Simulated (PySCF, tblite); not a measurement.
# C6H10O3Si: geometry, infrared bands and NMR shifts

What infrared bands and NMR shifts should C6H10O3Si (`CC[C@@H]1[SiH2]C(=O)COC1=O`) show?

The runs use tblite 0.8.0 and PySCF 2.14.0, with density-fitted response routines of our own; the level of theory stands in each step. All values are computed, except where a source is named. Atoms count from 0, in the outputs and in this text.

## 1. The molecule as given

20 atoms, charge 0, multiplicity 1; geometry from: force field or distance geometry start.

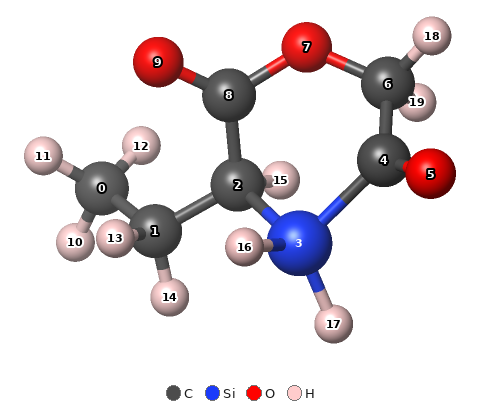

As it starts; carbon dark grey, silicon blue, oxygen red, hydrogen pink, atoms numbered.

## 2. Geometry optimisation with GFN2-xTB

What the job is given:

```
{"job": {"kind": "relax", "xc": "GFN2-xTB", "basis": "xTB"}, "charge": 0, "multiplicity": 1}
C     -2.799500    -0.101300     0.019200
C     -1.572000    -0.137400    -0.847200
C     -0.306300     0.173400    -0.111100
Si     1.171000     0.101600    -1.285200
C      2.573300     0.179800    -0.043500
O      3.686000     0.026500    -0.453500
C      2.207700     0.445800     1.368700
O      1.110700    -0.306300     1.822100
C      0.056000    -0.744100     0.991100
O     -0.526200    -1.843300     1.207300
H     -3.603100     0.392300    -0.599900
H     -3.198800    -1.119300     0.231800
H     -2.657700     0.519900     0.941500
H     -1.501000    -1.130900    -1.342200
H     -1.722800     0.601800    -1.653400
H     -0.339900     1.210400     0.347600
H      1.227500    -1.244500    -1.847200
H      1.170300     1.176000    -2.229200
H      3.100800     0.282700     1.993900
H      1.918900     1.527400     1.486100
```

Started as:

```sh
$ OMP_NUM_THREADS=1 python probes_run.py task.json out
```

One launch serves the whole session: the jobs run in the order shown.

Log:

```text
step      E/eV     max force
  0    -865.94723    4.653
  1    -866.19406    5.253
  2    -866.36678    0.952
  3    -866.42082    0.723
  4    -866.49526    1.065
  5    -866.52137    0.593
  6    -866.54029    0.485
  7    -866.55988    0.236
  8    -866.56626    0.273
  9    -866.58367    0.317
 10    -866.59494    0.236
 11    -866.60565    0.203
 12    -866.61338    0.228
 13    -866.62231    0.260
 14    -866.63173    0.230
 15    -866.64015    0.177
 16    -866.64651    0.165
 17    -866.65233    0.154
 18    -866.65840    0.159
 19    -866.66446    0.195
 20    -866.67008    0.219
 21    -866.67547    0.177
 22    -866.68083    0.161
 23    -866.68553    0.139
 24    -866.68883    0.145
 25    -866.69124    0.135
 26    -866.69381    0.114
 27    -866.69701    0.130
 28    -866.70064    0.144
 29    -866.70451    0.168
 30    -866.70890    0.151
 31    -866.71432    0.205
 32    -866.72070    0.205
 33    -866.72719    0.267
 34    -866.73323    0.273
 35    -866.73737    0.221
 36    -866.74195    0.244
 37    -866.74589    0.175
 38    -866.75096    0.151
 39    -866.75349    0.158
 40    -866.76057    0.231
 41    -866.76585    0.231
 42    -866.76993    0.158
 43    -866.77186    0.144
 44    -866.77509    0.125
 45    -866.77905    0.134
 46    -866.78286    0.124
 47    -866.78574    0.112
 48    -866.78763    0.104
 49    -866.78910    0.091
 50    -866.79028    0.076
 51    -866.79147    0.083
 52    -866.79264    0.079
 53    -866.79366    0.075
 54    -866.79458    0.074
 55    -866.79549    0.082
 56    -866.79637    0.076
 57    -866.79716    0.071
 58    -866.79786    0.068
 59    -866.79856    0.069
 60    -866.79920    0.057
 61    -866.79968    0.046
 62    -866.80001    0.041
 63    -866.80029    0.039
 64    -866.80062    0.034
 65    -866.80091    0.035
 66    -866.80122    0.037
 67    -866.80150    0.038
 68    -866.80180    0.040
 69    -866.80215    0.038
 70    -866.80256    0.043
 71    -866.80302    0.049
 72    -866.80356    0.055
 73    -866.80421    0.059
 74    -866.80494    0.061
 75    -866.80552    0.048
 76    -866.80591    0.052
 77    -866.80620    0.039
 78    -866.80654    0.040
 79    -866.80694    0.047
 80    -866.80728    0.038
 81    -866.80748    0.031
 82    -866.80763    0.025
 83    -866.80778    0.026
 84    -866.80793    0.026
 85    -866.80804    0.021
 86    -866.80813    0.019
 87    -866.80820    0.017
 88    -866.80828    0.020
 89    -866.80836    0.026
 90    -866.80841    0.017
 91    -866.80843    0.012
 92    -866.80845    0.009
```

It took 0.85 s on 1 thread of Arm Neoverse V1, shared host.

Step by step: (not every step is listed)

```tsv
step	energy from step 0 (eV)	largest force (eV/Å)
0	0.0000	4.6533
1	-0.2468	5.2532
2	-0.4195	0.9523
3	-0.4736	0.7229
4	-0.5480	1.0649
5	-0.5741	0.5933
6	-0.5931	0.4849
7	-0.6127	0.2358
8	-0.6190	0.2730
15	-0.6929	0.1774
22	-0.7336	0.1609
29	-0.7573	0.1680
36	-0.7947	0.2437
43	-0.8246	0.1437
50	-0.8431	0.0765
57	-0.8499	0.0706
64	-0.8534	0.0342
71	-0.8558	0.0491
78	-0.8593	0.0396
85	-0.8608	0.0212
87	-0.8610	0.0173
88	-0.8610	0.0203
89	-0.8611	0.0260
90	-0.8612	0.0166
91	-0.8612	0.0122
92	-0.8612	0.0091
```

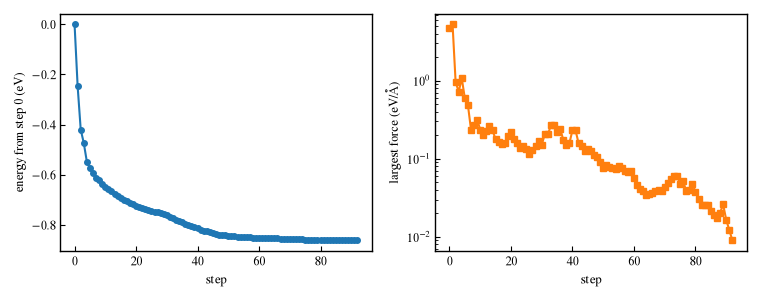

Energy and force, step by step.

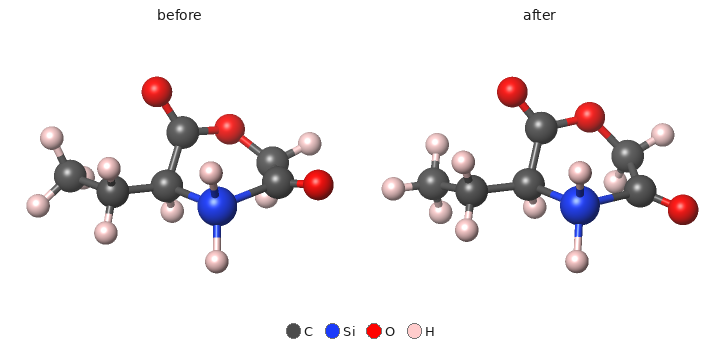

The geometry before (left) and after (right).

Distances of close pairs at the start and the end, largest changes first:

```tsv
bond	before (Å)	after (Å)	change (Å)
C8–O9	1.263	1.199	-0.063
O7–C8	1.412	1.355	-0.058
Si3–C4	1.875	1.927	+0.052
C4–C6	1.483	1.526	+0.043
C0–H10	1.128	1.087	-0.041
C2–H15	1.134	1.097	-0.037
C0–H12	1.121	1.089	-0.032
C1–C2	1.497	1.529	+0.032
```

The next job starts from the end point, and lists it.

## 3. Harmonic vibrations with GFN2-xTB

What the job is given:

```
{"job": {"kind": "ir", "xc": "GFN2-xTB", "basis": "xTB"}, "charge": 0, "multiplicity": 1}
C     -2.770303     0.171558     0.088070
C     -1.612708    -0.158440    -0.847474
C     -0.253921     0.077935    -0.188500
Si     1.247907     0.017194    -1.373258
C      2.586414     0.431137    -0.050003
O      3.681888     0.878768    -0.275608
C      2.087911     0.246812     1.380130
O      1.196132    -0.829509     1.557192
C      0.047190    -0.966132     0.852858
O     -0.626334    -1.937098     1.058368
H     -3.720410    -0.007521    -0.408969
H     -2.722920    -0.456267     0.973486
H     -2.735144     1.215836     0.394547
H     -1.678006    -1.205824    -1.143598
H     -1.683220     0.454294    -1.748812
H     -0.264555     1.058638     0.302888
H      1.470208    -1.308947    -1.940102
H      1.192382     1.081770    -2.370380
H      2.925745     0.047212     2.054036
H      1.626596     1.199262     1.682093
```

Log:

```text
mode    cm-1     km/mol
  1      48.9      5.41
  2      87.0      2.45
  3      92.7      1.64
  4     159.2      3.34
  5     194.1      5.68
  6     201.5      4.65
  7     261.5      2.16
  8     296.2      1.62
  9     335.0     14.63
 10     346.3     11.73
 11     362.7      5.35
 12     405.0      7.91
 13     463.4     31.19
 14     524.2      8.40
 15     539.8      5.26
 16     597.2     15.75
 17     606.3     14.11
 18     661.2    121.60
 19     676.4     52.47
 20     741.3     93.92
 21     760.0    161.94
 22     804.1     23.84
 23     868.1      4.24
 24     891.3     14.87
 25     973.9     23.79
 26    1035.9     81.24
 27    1054.9     49.36
 28    1068.2     13.70
 29    1075.1     63.08
 30    1119.3     56.60
 31    1138.8     66.36
 32    1153.7    120.03
 33    1180.4     39.13
 34    1240.9     19.80
 35    1274.4     17.33
 36    1293.3     39.64
 37    1344.6      7.85
 38    1413.4      3.97
 39    1419.8     20.92
 40    1477.8      0.59
 41    1498.4      1.72
 42    1504.4      6.69
 43    1753.7    456.43
 44    1768.9    282.96
 45    2311.3    284.27
 46    2316.1    166.58
 47    2867.8     14.53
 48    2896.1     25.56
 49    2969.6      3.45
 50    2971.0     39.68
 51    3003.5      7.08
 52    3021.6     53.29
 53    3042.6     37.00
 54    3057.6     14.79
```

Run time: 0.94 s. Hardware: 1 thread of Arm Neoverse V1, shared host.

Which atoms move in the most intense modes:

```tsv
cm⁻¹	km/mol	atoms
661	121.6	H16 32 %, H17 23 %, Si3 15 %
741	93.9	H16 35 %, H17 24 %, C2 12 %
760	161.9	H17 21 %, H16 14 %, C2 14 %
1154	120.0	C2 28 %, C1 19 %, H13 13 %, C8 11 %
1754	456.4	C4 53 %, O5 36 %
1769	283.0	C8 55 %, O9 34 %
2311	284.3	H17 93 %
2316	166.6	H16 94 %
```

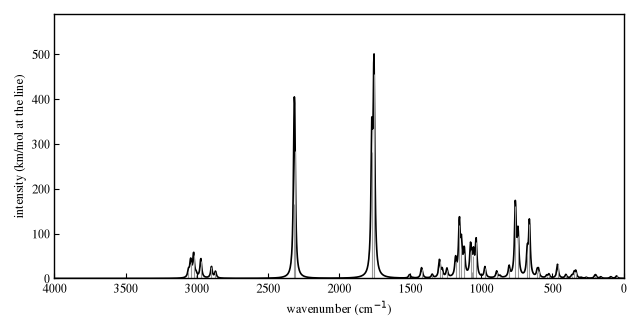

The infrared spectrum from these modes, unscaled. Lines are broadened to a width of 14 cm⁻¹ (Lorentzian).

## 4. NMR shieldings: PBE0/pcSseg-1

Same as in step 3 but for these lines:

```diff
@@ -1,2 +1,2 @@
-{"job": {"kind": "ir", "xc": "GFN2-xTB", "basis": "xTB"}, "charge": 0, "multiplicity": 1}
+{"job": {"kind": "nmr", "xc": "PBE0", "basis": "pcSseg-1"}, "charge": 0, "multiplicity": 1}
 C     -2.770303     0.171558     0.088070
```

With the program's defaults for keys left out, this is: GIAO PBE0/pcSseg-1 NMR shielding, non-relativistic, gas phase.

Log:

```text
coarse grid: 17600 points
cycle   1  E = -748.7488853384  dE =  1.668e+00  |g| = 1.183e+00  |ddm| = 4.091e+00
cycle   2  E = -747.7753997452  dE =  9.735e-01  |g| = 2.532e+00  |ddm| = 3.019e+00
cycle   3  E = -749.0021509124  dE = -1.227e+00  |g| = 3.194e-01  |ddm| = 2.384e+00
cycle   4  E = -749.0201888881  dE = -1.804e-02  |g| = 1.340e-01  |ddm| = 3.304e-01
cycle   5  E = -749.0230188197  dE = -2.830e-03  |g| = 3.849e-02  |ddm| = 9.788e-02
cycle   6  E = -749.0233186590  dE = -2.998e-04  |g| = 1.132e-02  |ddm| = 3.481e-02
cycle   7  E = -749.0233391873  dE = -2.053e-05  |g| = 5.123e-03  |ddm| = 9.900e-03
cycle   8  E = -749.0233437897  dE = -4.602e-06  |g| = 1.128e-03  |ddm| = 4.214e-03
final grid: 166520 points
cycle   9  E = -749.1149156895  dE = -2.962e-05  |g| = 1.744e-02  |ddm| = 3.885e-02
cycle  10  E = -749.1147793957  dE =  1.363e-04  |g| = 3.210e-02  |ddm| = 3.380e-02
cycle  11  E = -749.1149702207  dE = -1.908e-04  |g| = 3.933e-03  |ddm| = 2.329e-02
cycle  12  E = -749.1149731983  dE = -2.978e-06  |g| = 5.449e-04  |ddm| = 2.996e-03
cycle  13  E = -749.1149732456  dE = -4.733e-08  |g| = 2.149e-04  |ddm| = 5.897e-04
cycle  14  E = -749.1149732554  dE = -9.745e-09  |g| = 4.009e-05  |ddm| = 1.970e-04
cycle  15  E = -749.1149732556  dE = -2.610e-10  |g| = 2.298e-05  |ddm| = 5.179e-05
converged SCF energy = -749.1149732556

GIAO shielding tensors (ppm)
atom      isotropic    diamagn.    paramagn.     s11        s22        s33       span
  0 C      169.492     246.426     -76.935    150.808    169.286    188.381     37.573
  1 C      162.757     245.672     -82.915    154.338    160.357    173.576     19.238
  2 C      151.721     261.885    -110.164    139.741    147.440    167.983     28.242
  3 Si     416.334     881.613    -465.279    360.553    417.318    471.130    110.577
  4 C      -59.711     257.462    -317.173   -164.696    -96.971     82.534    247.231
  5 O     -533.654     393.175    -926.830  -1484.033   -490.092    373.162   1857.194
  6 C      104.243     247.282    -143.039     86.563    101.958    124.207     37.644
  7 O      129.262     398.810    -269.548    -82.468    211.124    259.130    341.598
  8 C        9.921     251.860    -241.940    -92.131     54.292     67.601    159.733
  9 O     -122.336     401.661    -523.996   -438.130   -224.789    295.911    734.040
 10 H       30.454      27.359       3.095     25.686     27.354     38.323     12.637
 11 H       29.846      29.880      -0.034     24.728     30.237     34.575      9.847
 12 H       31.067      29.807       1.260     26.851     29.082     37.266     10.415
 13 H       29.518      31.564      -2.046     25.820     28.288     34.447      8.627
 14 H       30.274      31.135      -0.860     24.209     30.269     36.346     12.137
 15 H       29.626      35.968      -6.342     25.808     30.355     32.715      6.907
 16 H       27.512      29.183      -1.671     24.297     25.738     32.502      8.205
 17 H       27.625      29.735      -2.109     24.019     25.808     33.048      9.029
 18 H       27.170      27.866      -0.696     22.867     26.706     31.936      9.069
 19 H       27.020      30.327      -3.307     23.670     26.317     31.072      7.403
```

Wall time 67 s (1 thread of Arm Neoverse V1, shared host); peak memory 1.1 GiB.

Shifts follow as δ = σ(reference) − σ, with reference shieldings (ppm) from runs at the same level and on the same kind of geometry: 1H TMS 31.72, 13C TMS 186.9, 29Si TMS 349.2, 17O H2O 336.1. The references are single molecules in the gas phase, so shifts against H2O, NH3, PH3, H3PO4 or CFCl3 are not on the usual liquid scales and can be off by tens of ppm. Atoms listed in one row are averaged.

```tsv
atoms	environment	σ (ppm)	δ (ppm)	δ scaled to CDCl3
C4	carbonyl carbon	-59.7	246.6	238.8
C8	ester carbonyl carbon	9.9	177.0	170.8
C6	sp3 CH2 bonded to O, α to a carbonyl	104.2	82.7	78.8
C2	sp3 CH bonded to Si, α to a carbonyl	151.7	35.2	32.4
C1	sp3 CH2	162.8	24.2	21.7
C0	methyl carbon	169.5	17.4	15.1
H19	hydrogen on an sp3 CH2 bonded to O, α to a carbonyl	27.02	4.70	4.53
H18	hydrogen on an sp3 CH2 bonded to O, α to a carbonyl	27.17	4.55	4.39
H16	hydrogen on a silicon bonded to 2 C, in a 6-membered ring	27.51	4.20	–
H17	hydrogen on a silicon bonded to 2 C, in a 6-membered ring	27.63	4.09	–
H13	hydrogen on an sp3 CH2	29.52	2.20	2.18
H15	hydrogen on an sp3 CH bonded to Si, α to a carbonyl	29.63	2.09	2.08
H14	hydrogen on an sp3 CH2	30.27	1.44	1.47
H10, H11, H12	hydrogen on a methyl carbon	30.46	1.26	1.29
Si3	silicon bonded to 2 C, 2 H, in a 6-membered ring	416.3	-67.2	–
O5	carbonyl oxygen	-533.7	869.7	–
O9	ester carbonyl oxygen	-122.3	458.4	–
O7	ester alkoxy oxygen	129.3	206.8	–
```

The scaled column applies a straight-line fit of computed shieldings to shifts measured in CDCl3 (root-mean-square error 0.16 ppm for H, 1.9 ppm for C).

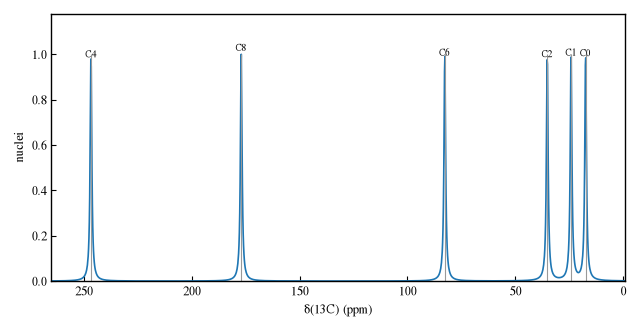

13C lines at the computed shifts, without couplings. Lines are broadened to a width of 0.92 ppm (Lorentzian).

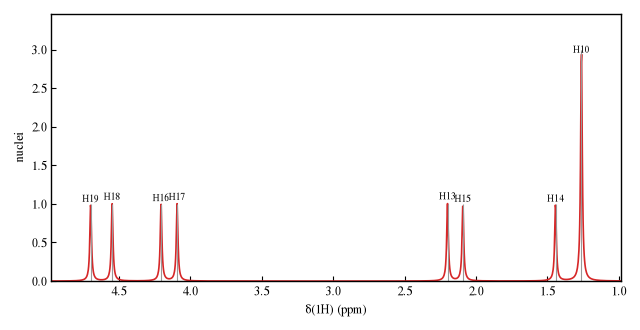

1H lines at the computed shifts, without couplings. Lines are broadened to a width of 0.01 ppm (Lorentzian).

Charges from the same density, by scheme (e):

```tsv
atoms	Mulliken	IAO	Hirshfeld	ESP fit
C0	-0.26	-0.42	-0.12	-0.38
C1	-0.18	-0.24	-0.07	0.15
C2	-0.73	-0.44	-0.12	-0.36
Si3	0.69	0.70	0.34	0.21
C4	-0.03	0.13	0.08	0.41
O5	-0.33	-0.37	-0.21	-0.44
C6	0.08	-0.12	0.00	-0.02
O7	-0.46	-0.34	-0.11	-0.42
C8	0.56	0.51	0.20	0.74
O9	-0.38	-0.44	-0.24	-0.51
```

IAO charges:

C0 -0.42; C1 -0.24; C2 -0.44; Si3 0.70; C4 0.13; O5 -0.37; C6 -0.12; O7 -0.34; C8 0.51; O9 -0.44; H10 0.15; H11 0.15; H12 0.13; H13 0.15; H14 0.13; H15 0.15; H16 -0.09; H17 -0.09; H18 0.19; H19 0.15

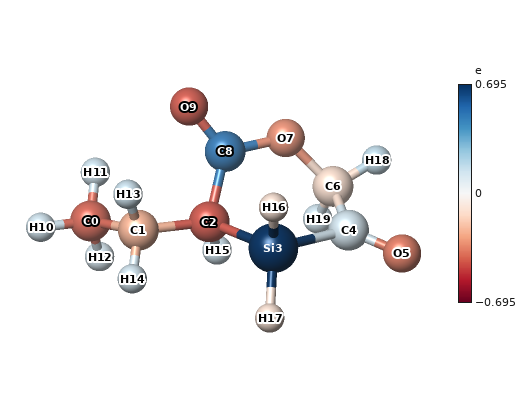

IAO charges, as colours on the atoms.

Mayer bond orders: C0–C1 1.06, C1–C2 1.02, C2–Si3 0.82, Si3–C4 0.81, C4–O5 1.97, C4–C6 0.92, C6–O7 0.87, O7–C8 1.02, C8–O9 1.98, C8–C2 0.98.

Ring of atoms C2, Si3, C4, C6, O7, C8: NICS(0) 1.2, NICS(1) -1.6, NICS(1)zz 1.4 ppm (means of both faces).

The fields below are evaluated on a grid from the run's orbitals.

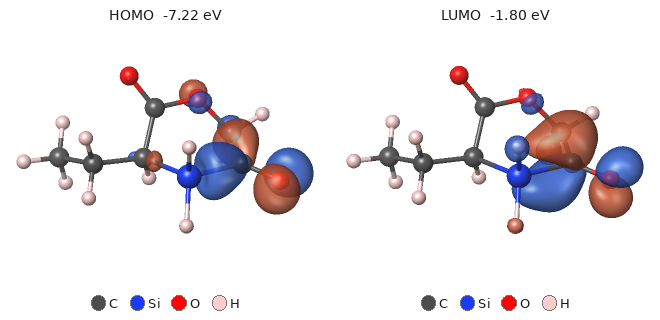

Frontier orbitals at PBE0/pcSseg-1; each surface holds 70 % of the orbital's density, blue and red mark the sign.

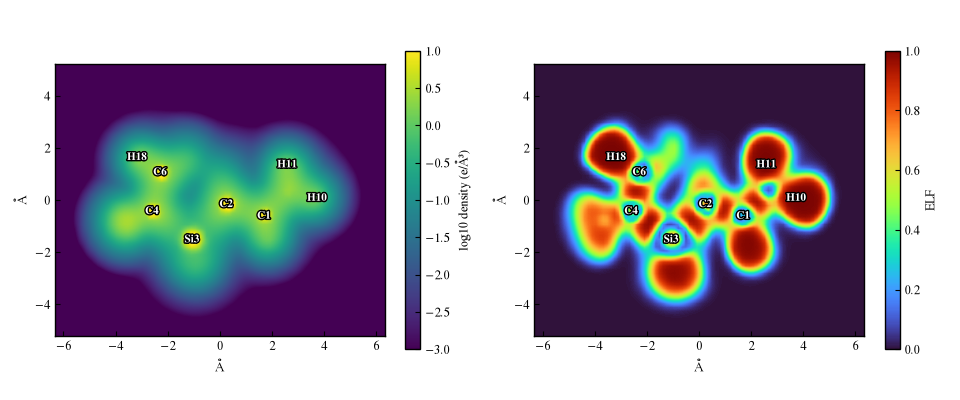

Density (left) and ELF (right) in a plane through or near 8 of the atoms.

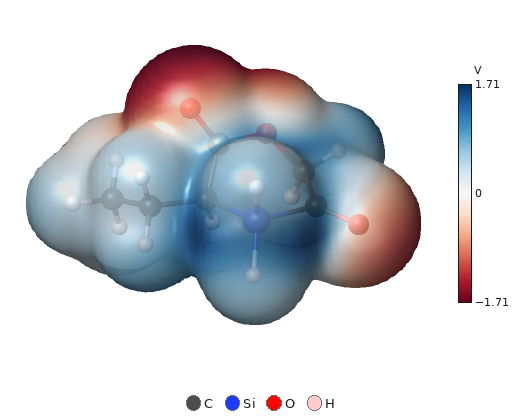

Electrostatic potential on the surface of density 0.002 e/bohr³; red is low, blue high. It runs from -1.71 V near O9 to 1.65 V near H15.

## 5. Summary of results

| quantity | value |
| --- | --- |
| strongest single infrared mode (GFN2-xTB) | 1754 cm⁻¹, 456 km/mol |
| zero-point energy (GFN2-xTB) | 93.2 kcal/mol |
| 13C shifts against TMS (PBE0/pcSseg-1) | 246.6, 177.0, 82.7, 35.2, 24.2, 17.4 ppm |
| 1H shifts against TMS (PBE0/pcSseg-1, means over atoms taken as alike) | 4.70, 4.55, 4.20, 4.09, 2.20, 2.09, 1.44, 1.26 ppm |
| 29Si shifts against TMS (PBE0/pcSseg-1) | -67.2 ppm |
| 17O shifts against H2O (PBE0/pcSseg-1) | 869.7, 458.4, 206.8 ppm |
| surface potential, least and greatest | -1.71 V and 1.65 V |

What this shows: Over 92 steps the energy fell by 0.861 eV; of the close pairs, C8–O9 changed most, 1.263 to 1.199 Å. All 54 modes are real, so the xTB geometry is a minimum. The strongest single mode, at 1754 cm⁻¹, moves mainly C4 and O5. GFN2-xTB is a fitted tight-binding method: band positions and strengths are rough. Its intensities can rank the bands wrongly. At PBE0/pcSseg-1: Shielding is most anisotropic at O5 (span 1857 ppm, paramagnetic term -927 ppm). At PBE0/pcSseg-1, counted by nearest atom on the grid, the HOMO lies on O5 47 %; C4 14 %, the LUMO on C4 43 %; O5 29 %.
